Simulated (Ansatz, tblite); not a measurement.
**SiH2Me(NHMe) (C₂H₉NSi): charged states by level of theory**

Aim: the energy of removing and adding an electron for SiH2Me(NHMe) (C₂H₉NSi), by energy differences, and how well orbital energies stand in for it.

Program: Ansatz 0.2.0, Gaussian basis. Level of theory: as each input shows. These are calculated values, not measurements.

The runs, in order: charge +1 doublet, at the geometry of the singlet (PBE0-D4/def2-TZVP, PBE-D4/def2-TZVP, r2SCAN-D4/def2-TZVP); charge -1 doublet, at the geometry of the singlet (PBE0-D4/def2-TZVPD, PBE-D4/def2-TZVPD, r2SCAN-D4/def2-TZVPD); the starting singlet's energies come from earlier runs.

### Step 1. The structure

The geometry is that of the singlet, from an earlier relaxation (PBE0-D4/def2-SVP).

13 atoms, charge 0, spin multiplicity 1.

Atoms are counted from 1 here; the program's logs count them from 0.

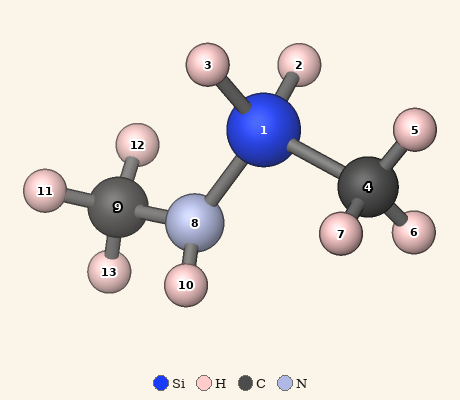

The structure; silicon blue, hydrogen pink, carbon dark grey, nitrogen light blue; atoms are numbered from 1 in the order of the file.

Coordinates:

```xyz
13
C2H9NSi
Si    0.5661    0.5974    0.2318
H     0.7993    0.5089    1.7090
H     1.9265    0.7014   -0.4078
C    -0.4108    2.1296   -0.2263
H     0.1287    3.0386    0.0821
H    -1.3972    2.1278    0.2615
H    -0.5639    2.1902   -1.3157
N    -0.3505   -0.8009   -0.2292
C    -0.0229   -2.1527    0.1518
H    -0.8707   -0.7387   -1.0982
H     0.7111   -2.6514   -0.5126
H     0.4074   -2.1601    1.1665
H    -0.9230   -2.7900    0.1869
```

### Step 2. Charge +1 doublet at the fixed geometry, first pass, PBE0-D4/def2-SVP

The input, in.yaml:

```yaml
crystal:
  periodic: [false, false, false]
  atoms:
    - {symbol: Si, position_ang: [0.566130, 0.597373, 0.231847]}
    - {symbol: H, position_ang: [0.799264, 0.508893, 1.709033]}
    - {symbol: H, position_ang: [1.926519, 0.701372, -0.407778]}
    - {symbol: C, position_ang: [-0.410776, 2.129595, -0.226305]}
    - {symbol: H, position_ang: [0.128680, 3.038570, 0.082063]}
    - {symbol: H, position_ang: [-1.397163, 2.127813, 0.261541]}
    - {symbol: H, position_ang: [-0.563898, 2.190230, -1.315681]}
    - {symbol: N, position_ang: [-0.350550, -0.800916, -0.229200]}
    - {symbol: C, position_ang: [-0.022932, -2.152652, 0.151813]}
    - {symbol: H, position_ang: [-0.870740, -0.738668, -1.098163]}
    - {symbol: H, position_ang: [0.711063, -2.651438, -0.512556]}
    - {symbol: H, position_ang: [0.407444, -2.160113, 1.166522]}
    - {symbol: H, position_ang: [-0.923043, -2.790050, 0.186853]}
basis:
  gaussian: {orbitals: def2-SVP}
total_charge: 1
magnetization: {spin_polarized: true, initial_magnetization: 1}
hamiltonian: {xc: pbe0, dispersion: d4}
output: {orbitals: {seedname: orbitals}}
```

Launch:

```
> ansatz run in.yaml --threads 4 --pin off --events-out ev --progress --plain --max-ram 3916MiB
```

Log:

```text
Functional definition: PBE0
  name "PBE0"
  cite "Adamo & Barone, J. Chem. Phys. 110, 6158 (1999) doi:10.1063/1.478522"
  cite "Perdew, Burke & Ernzerhof, Phys. Rev. Lett. 77, 3865 (1996) doi:10.1103/PhysRevLett.77.3865"
  parent pbe
  parameter a = 0.25
  parameter kappa = 0.804
  parameter beta = 0.06672455060314922
  exchange = (1 - a)*pbe_x(kappa = kappa, mu = beta*pi^2/3) + a*exact_x
  correlation = pbe_c(beta = beta)
1206 factors; their error is unknown
mean field evaluation 1: about -11550.2302 eV, gradient 5.8e1 eV
mean field evaluation 2: about -11527.6895 eV, gradient 8.5e1 eV
mean field evaluation 4: about -11566.7003 eV, gradient 1.2e1 eV
mean field evaluation 8: about -11567.3948 eV, gradient 1.2e-1 eV
mean field evaluation 16: about -11567.4300 eV, gradient 6.7e-4 eV
mean field -11567.42998524 eV, -425.0952112719 hartree, gradient 5.6e-5 eV, S^2 0.757057; 0 other end points of the search recorded, 0 dependent functions left out
reference -11567.43001297 eV, -425.0952122909 hartree; 21, 20 occupied and 84, 85 virtual orbitals, 1206 factors
Total energy: -11567.59286560 eV, -425.1011970148 hartree
```

Wall time 1.4 s (4 threads of Intel Xeon at 2.60GHz, shared host).

HOMO -14.04 eV, LUMO -10.74 eV (over both spins); ⟨S²⟩ 0.757 (pure: 0.75).

### Step 3. Charge +1 doublet at the fixed geometry, PBE0-D4/def2-TZVP

start.molden holds the orbitals of an earlier run on this state, given as this run's starting guess.

Changes to in.yaml since step 2:

```diff
@@ -17,3 +17,3 @@
 basis:
-  gaussian: {orbitals: def2-SVP}
+  gaussian: {orbitals: def2-TZVP, initial_orbitals: start.molden}
 total_charge: 1
@@ -21,2 +21,3 @@
 hamiltonian: {xc: pbe0, dispersion: d4}
+scf: {omitted_lower_state_checks: [starts]}
 output: {orbitals: {seedname: orbitals}}
```

Launched as before.

Log:

```text
Functional definition: PBE0
  name "PBE0"
  cite "Adamo & Barone, J. Chem. Phys. 110, 6158 (1999) doi:10.1063/1.478522"
  cite "Perdew, Burke & Ernzerhof, Phys. Rev. Lett. 77, 3865 (1996) doi:10.1103/PhysRevLett.77.3865"
  parent pbe
  parameter a = 0.25
  parameter kappa = 0.804
  parameter beta = 0.06672455060314922
  exchange = (1 - a)*pbe_x(kappa = kappa, mu = beta*pi^2/3) + a*exact_x
  correlation = pbe_c(beta = beta)
these checks for a lower state are left out or cut short: starts
1179 factors; their error is unknown
mean field evaluation 1: about -11571.8455 eV, gradient 7.8e1 eV
mean field evaluation 2: about -11574.2419 eV, gradient 2.4e0 eV
mean field evaluation 4: about -11574.2916 eV, gradient 2.7e-1 eV
mean field evaluation 8: about -11574.2918 eV, gradient 9.8e-6 eV
mean field -11574.29183841 eV, -425.3473797247 hartree, gradient 9.8e-6 eV, S^2 0.757500; 0 other end points of the search recorded, 0 dependent functions left out
reference -11574.29187246 eV, -425.3473809763 hartree; 21, 20 occupied and 163, 164 virtual orbitals, 1179 factors
Total energy: -11574.45472510 eV, -425.3533657001 hartree
Checks for a lower state left out: starts
```

It took 3 s on 4 threads of Intel Xeon at 2.60GHz, shared host.

From the report: HOMO -13.98 eV, LUMO -10.72 eV (over both spins); ⟨S²⟩ 0.757 (pure: 0.75).

### Step 4. Charge +1 doublet at the fixed geometry, PBE-D4/def2-TZVP

Changes to in.yaml since step 3:

```diff
@@ -20,3 +20,3 @@
 magnetization: {spin_polarized: true, initial_magnetization: 1}
-hamiltonian: {xc: pbe0, dispersion: d4}
+hamiltonian: {xc: pbe, dispersion: d4}
 scf: {omitted_lower_state_checks: [starts]}
```

Same command.

Log:

```text
Functional definition: PBE
  name "PBE"
  cite "Perdew, Burke & Ernzerhof, Phys. Rev. Lett. 77, 3865 (1996) doi:10.1103/PhysRevLett.77.3865"
  parent pbe
  parameter kappa = 0.804
  parameter beta = 0.06672455060314922
  exchange = pbe_x(kappa = kappa, mu = beta*pi^2/3)
  correlation = pbe_c(beta = beta)
these checks for a lower state are left out or cut short: starts
1163 factors; their error is unknown
mean field evaluation 1: about -11572.9163 eV, gradient 6.7e0 eV
mean field evaluation 2: about -11573.0492 eV, gradient 2.5e-1 eV
mean field evaluation 4: about -11573.0195 eV, gradient 1.3e-2 eV
mean field evaluation 8: about -11573.0195 eV, gradient 2.5e-5 eV
mean field -11573.01950824 eV, -425.3006224536 hartree, gradient 2.5e-5 eV, S^2 0.753850; 0 other end points of the search recorded, 0 dependent functions left out
reference -11573.01955353 eV, -425.3006241177 hartree; 21, 20 occupied and 163, 164 virtual orbitals, 1163 factors
Total energy: -11573.21353618 eV, -425.3077528488 hartree
Checks for a lower state left out: starts
```

Wall time 2.4 s (4 threads of Intel Xeon at 2.60GHz, shared host).

From the report: HOMO -12.79 eV, LUMO -11.68 eV (over both spins); ⟨S²⟩ 0.754 (pure: 0.75).

### Step 5. Charge +1 doublet at the fixed geometry, r2SCAN-D4/def2-TZVP

Changes to in.yaml since step 4:

```diff
@@ -20,3 +20,3 @@
 magnetization: {spin_polarized: true, initial_magnetization: 1}
-hamiltonian: {xc: pbe, dispersion: d4}
+hamiltonian: {xc: r2scan, dispersion: d4}
 scf: {omitted_lower_state_checks: [starts]}
```

Same command.

Log:

```text
Functional definition: r2SCAN
  name "r2SCAN"
  cite "Furness, Kaplan, Ning, Perdew & Sun, J. Phys. Chem. Lett. 11, 8208 (2020) doi:10.1021/acs.jpclett.0c02405"
  cite "Furness, Kaplan, Ning, Perdew & Sun, J. Phys. Chem. Lett. 11, 9248 (2020) doi:10.1021/acs.jpclett.0c03077"
  parent r2scan
  parameter k0 = 0.174
  parameter k1 = 0.065
  parameter a1 = 4.9479
  exchange = r2scan_x(k0 = k0, k1 = k1, a1 = a1)
  correlation = r2scan_c
these checks for a lower state are left out or cut short: starts
1163 factors; their error is unknown
mean field evaluation 1: about -11579.2389 eV, gradient 4.1e0 eV
mean field evaluation 2: about -11579.2778 eV, gradient 7.3e-2 eV
mean field evaluation 4: about -11579.2484 eV, gradient 2.0e-3 eV
mean field -11579.24840686 eV, -425.5295302558 hartree, gradient 6.1e-5 eV, S^2 0.758933; 0 other end points of the search recorded, 0 dependent functions left out
reference -11579.24842262 eV, -425.5295308349 hartree; 21, 20 occupied and 163, 164 virtual orbitals, 1163 factors
Total energy: -11579.29692879 eV, -425.5313134036 hartree
Checks for a lower state left out: starts
```

Wall time 3.4 s (4 threads of Intel Xeon at 2.60GHz, shared host).

From the report: HOMO -13.01 eV, LUMO -11.41 eV (over both spins); ⟨S²⟩ 0.759 (pure: 0.75).

### Step 6. Vertical ionisation energy

Charged state less starting state, singlet to doublet; the starting state's energies are those of its earlier runs.

```
              level  vertical ionisation energy (eV)   time
   PBE-D4/def2-TZVP                            +8.55  4.1 s
r2SCAN-D4/def2-TZVP                            +8.56  5.2 s
  PBE0-D4/def2-TZVP                            +8.71  4.5 s
```

Times add the two runs; a level without a time comes out of a correlated run.

Beside −ε(HOMO) of the starting state:

```
              level  −ε(HOMO) (eV)  by difference (eV)  mismatch (eV)
   PBE-D4/def2-TZVP           5.24                8.55          -3.30
r2SCAN-D4/def2-TZVP           5.51                8.56          -3.05
  PBE0-D4/def2-TZVP           6.60                8.71          -2.10
```

### Step 7. Charge -1 doublet at the fixed geometry, first pass, PBE0-D4/def2-SVP

Changes to in.yaml since step 5:

```diff
@@ -17,7 +17,6 @@
 basis:
-  gaussian: {orbitals: def2-TZVP, initial_orbitals: start.molden}
-total_charge: 1
+  gaussian: {orbitals: def2-SVP}
+total_charge: -1
 magnetization: {spin_polarized: true, initial_magnetization: 1}
-hamiltonian: {xc: r2scan, dispersion: d4}
-scf: {omitted_lower_state_checks: [starts]}
+hamiltonian: {xc: pbe0, dispersion: d4}
 output: {orbitals: {seedname: orbitals}}
```

The command is unchanged.

Log, cut to the lines that bear on the results:

```text
Functional definition: PBE0
  name "PBE0"
  cite "Adamo & Barone, J. Chem. Phys. 110, 6158 (1999) doi:10.1063/1.478522"
  cite "Perdew, Burke & Ernzerhof, Phys. Rev. Lett. 77, 3865 (1996) doi:10.1103/PhysRevLett.77.3865"
  parent pbe
[...]
1070 factors; integrals over basis functions are off by at most 1.3e-3 eV
[...]
mean field -11573.01242383 eV, -425.3003621061 hartree, gradient 1.7e-5 eV, S^2 0.751990; 5 other end points of the search recorded, 0 dependent functions left out
reference -11573.01245952 eV, -425.3003634176 hartree; 22, 21 occupied and 83, 84 virtual orbitals, 1070 factors
Total energy: -11573.24585412 eV, -425.3089405110 hartree
```

Run time: 4.3 s. Hardware: 4 threads of Intel Xeon at 2.60GHz, shared host.

HOMO 4.58 eV, LUMO 5.85 eV (over both spins); ⟨S²⟩ 0.752 (pure: 0.75). Doubts: highest occupied level lies above zero.

### Step 8. Charge -1 doublet at the fixed geometry, PBE0-D4/def2-TZVPD

Changes to in.yaml since step 7:

```diff
@@ -17,3 +17,3 @@
 basis:
-  gaussian: {orbitals: def2-SVP}
+  gaussian: {orbitals: def2-TZVPD, initial_orbitals: start.molden}
 total_charge: -1
@@ -21,2 +21,3 @@
 hamiltonian: {xc: pbe0, dispersion: d4}
+scf: {omitted_lower_state_checks: [starts]}
 output: {orbitals: {seedname: orbitals}}
```

The command is unchanged.

Log, cut to the lines that bear on the results:

```text
Functional definition: PBE0
  name "PBE0"
  cite "Adamo & Barone, J. Chem. Phys. 110, 6158 (1999) doi:10.1063/1.478522"
  cite "Perdew, Burke & Ernzerhof, Phys. Rev. Lett. 77, 3865 (1996) doi:10.1103/PhysRevLett.77.3865"
  parent pbe
[...]
1282 factors; their error is unknown
[...]
mean field -11581.63436512 eV, -425.6172126046 hartree, gradient 5.0e-6 eV, S^2 0.750320; 0 other end points of the search recorded, 0 dependent functions left out
reference -11581.63440900 eV, -425.6172142169 hartree; 22, 21 occupied and 213, 214 virtual orbitals, 1282 factors
Total energy: -11581.86780360 eV, -425.6257913102 hartree
Checks for a lower state left out: starts
```

Run time: 15 s. Hardware: 4 threads of Intel Xeon at 2.60GHz, shared host; peak memory 1 GiB.

From the report: HOMO 2.34 eV, LUMO 2.91 eV (over both spins); ⟨S²⟩ 0.750 (pure: 0.75). Doubts: highest occupied level lies above zero.

### Step 9. Charge -1 doublet at the fixed geometry, PBE-D4/def2-TZVPD

Changes to in.yaml since step 8:

```diff
@@ -20,3 +20,3 @@
 magnetization: {spin_polarized: true, initial_magnetization: 1}
-hamiltonian: {xc: pbe0, dispersion: d4}
+hamiltonian: {xc: pbe, dispersion: d4}
 scf: {omitted_lower_state_checks: [starts]}
```

Same command.

Log:

```text
Functional definition: PBE
  name "PBE"
  cite "Perdew, Burke & Ernzerhof, Phys. Rev. Lett. 77, 3865 (1996) doi:10.1103/PhysRevLett.77.3865"
  parent pbe
  parameter kappa = 0.804
  parameter beta = 0.06672455060314922
  exchange = pbe_x(kappa = kappa, mu = beta*pi^2/3)
  correlation = pbe_c(beta = beta)
these checks for a lower state are left out or cut short: starts
1261 factors; their error is unknown
mean field evaluation 1: about -11580.3379 eV, gradient 6.7e0 eV
mean field evaluation 2: about -11580.4372 eV, gradient 1.4e-1 eV
mean field evaluation 4: about -11580.3973 eV, gradient 1.5e-1 eV
mean field evaluation 8: about -11580.3974 eV, gradient 1.8e-3 eV
mean field evaluation 16: about -11580.3974 eV, gradient 6.3e-4 eV
mean field -11580.39738134 eV, -425.5717542891 hartree, gradient 1.5e-6 eV, S^2 0.750297; 0 other end points of the search recorded, 0 dependent functions left out
reference -11580.39743897 eV, -425.5717564067 hartree; 22, 21 occupied and 213, 214 virtual orbitals, 1261 factors
Total energy: -11580.67498221 eV, -425.5819559327 hartree
Checks for a lower state left out: starts
```

Run time: 9 s. Hardware: 4 threads of Intel Xeon at 2.60GHz, shared host; peak memory 0.71 GiB.

From the report: HOMO 2.51 eV, LUMO 2.51 eV (over both spins; with the spin held, an empty level of the minority spin lies below the top filled one); ⟨S²⟩ 0.750 (pure: 0.75). Doubts: highest occupied level lies above zero.

### Step 10. Charge -1 doublet at the fixed geometry, r2SCAN-D4/def2-TZVPD

Changes to in.yaml since step 9:

```diff
@@ -20,3 +20,3 @@
 magnetization: {spin_polarized: true, initial_magnetization: 1}
-hamiltonian: {xc: pbe, dispersion: d4}
+hamiltonian: {xc: r2scan, dispersion: d4}
 scf: {omitted_lower_state_checks: [starts]}
```

The command is unchanged.

Log, cut to the lines that bear on the results:

```text
Functional definition: r2SCAN
  name "r2SCAN"
  cite "Furness, Kaplan, Ning, Perdew & Sun, J. Phys. Chem. Lett. 11, 8208 (2020) doi:10.1021/acs.jpclett.0c02405"
  cite "Furness, Kaplan, Ning, Perdew & Sun, J. Phys. Chem. Lett. 11, 9248 (2020) doi:10.1021/acs.jpclett.0c03077"
  parent r2scan
[...]
1261 factors; their error is unknown
[...]
mean field -11586.48121919 eV, -425.7953312063 hartree, gradient 1.1e-5 eV, S^2 0.750844; 0 other end points of the search recorded, 0 dependent functions left out
reference -11586.48124319 eV, -425.7953320880 hartree; 22, 21 occupied and 213, 214 virtual orbitals, 1261 factors
Total energy: -11586.55283506 eV, -425.7979630410 hartree
Checks for a lower state left out: starts
```

Wall time 17 s (4 threads of Intel Xeon at 2.60GHz, shared host); peak memory 0.76 GiB.

From the report: HOMO 2.54 eV, LUMO 2.61 eV (over both spins); ⟨S²⟩ 0.751 (pure: 0.75). Doubts: highest occupied level lies above zero.

### Step 11. Vertical electron affinity

Starting state less charged state (positive: the electron is bound), singlet to doublet; the starting state's energies are those of its earlier runs.

```
               level  vertical electron affinity (eV)  time
   PBE-D4/def2-TZVPD                            -1.13  11 s
r2SCAN-D4/def2-TZVPD                            -1.33  19 s
  PBE0-D4/def2-TZVPD                            -1.33  17 s
```

Times add the two runs; a level without a time comes out of a correlated run.

Beside −ε(LUMO) of the starting state:

| level | −ε(LUMO) (eV) | by difference (eV) | mismatch (eV) |
| --- | --- | --- | --- |
| PBE-D4/def2-TZVPD | 0.34 | -1.13 | +1.47 |
| r2SCAN-D4/def2-TZVPD | -0.30 | -1.33 | +1.03 |
| PBE0-D4/def2-TZVPD | -0.32 | -1.33 | +1.01 |

### Step 12. What came out

| quantity | value |
| --- | --- |
| vertical ionisation energy, functionals in def2-TZVP | 8.55 (PBE-D4) to 8.71 eV (PBE0-D4) |
| vertical electron affinity, functionals in def2-TZVPD | -1.33 (r2SCAN-D4) to -1.13 eV (PBE-D4) |

**Reading.** The vertical ionisation energy spans 8.55 to 8.71 eV over the functionals. −ε(HOMO) misses the level's own difference by -2.10 eV at best (PBE0-D4) and -3.30 eV at worst (PBE-D4). The vertical electron affinity spans -1.33 to -1.13 eV over the functionals. A negative affinity means an unbound electron, held by the basis alone. −ε(LUMO) misses the level's own difference by +1.01 eV at best (PBE0-D4) and +1.47 eV at worst (PBE-D4).
